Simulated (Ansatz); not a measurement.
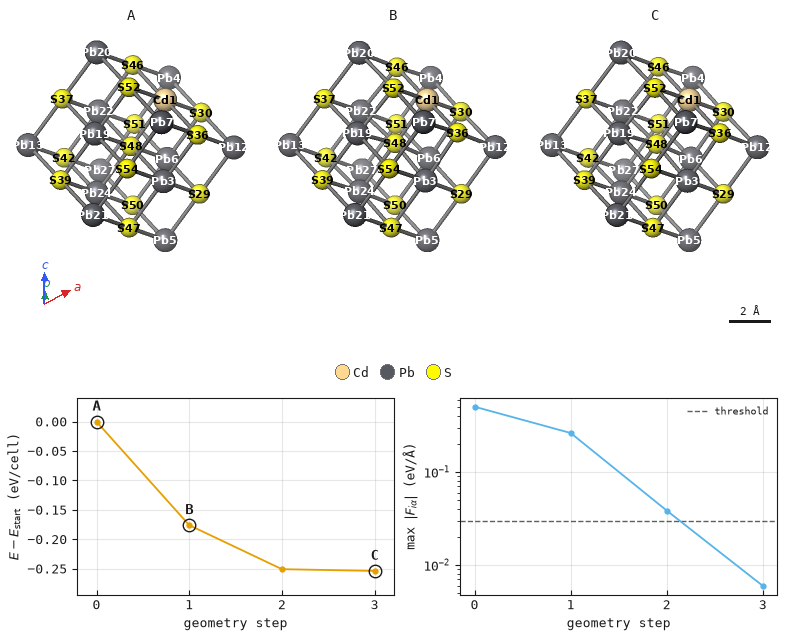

Frames of a relaxation of a defect cell of composition CdPb26S27, marked on the history of the run. A ball-and-stick model of the atoms within 5.8 Å of the atom that moves most (axes of the cell of the calculation), seen from a free direction.

Theory: Ansatz 0.2.0, DFT, PBE, plane-wave PAW, default files, scalar-relativistic. Settings: plane-wave cutoff 420 eV; k-point mesh 2 × 2 × 2; occupations fermi dirac; smearing width 0.01 eV; no spin polarisation; atoms relaxed in a fixed cell; force threshold 0.03 eV/Å; at most 40 steps.

Describe the path.

Answer. The largest moves, 0.15 Å, are those of S30, S34, S36, S46, S48 and S52. S48 goes along [1 −1 1]. Largest moves by element: S 0.15 Å, Pb 0.02 Å. Cd stays in place. The cell doesn't change. Some distances before and after: Cd1–S30 2.966 → 2.816 Å, Pb24–S48 2.966 → 3.092 Å, Pb19–S39 2.966 → 2.990 Å, Pb12–S30 2.966 → 2.951 Å. Bond angles that change, for instance: Pb3–S48–Pb22 180.0° → 174.9°, Cd1–S48–Pb3 90.0° → 92.6°, Pb3–S48–Pb24 90.0° → 87.4°. Over 3 geometry steps the energy falls by 0.254 eV per cell of the calculation. The largest force component goes from 0.5 to 0.006 eV/Å. The run took 3 min on 4 threads of Arm Neoverse V1 (shared host), peak memory 6.9 GiB. From step 0 to 1: S atoms move most (0.19 Å), energy −0.176 eV per cell of the calculation. From step 1 to 3: Pb atoms move most (0.06 Å), energy −77.8 meV per cell of the calculation.

| step | E − E(0), meV/atom | largest force component, eV/Å |
| --- | --- | --- |
| 0 | 0.00 | 0.5030 |
| 1 | -3.26 | 0.2623 |
| 2 | -4.64 | 0.0384 |
| 3 | -4.70 | 0.0060 |
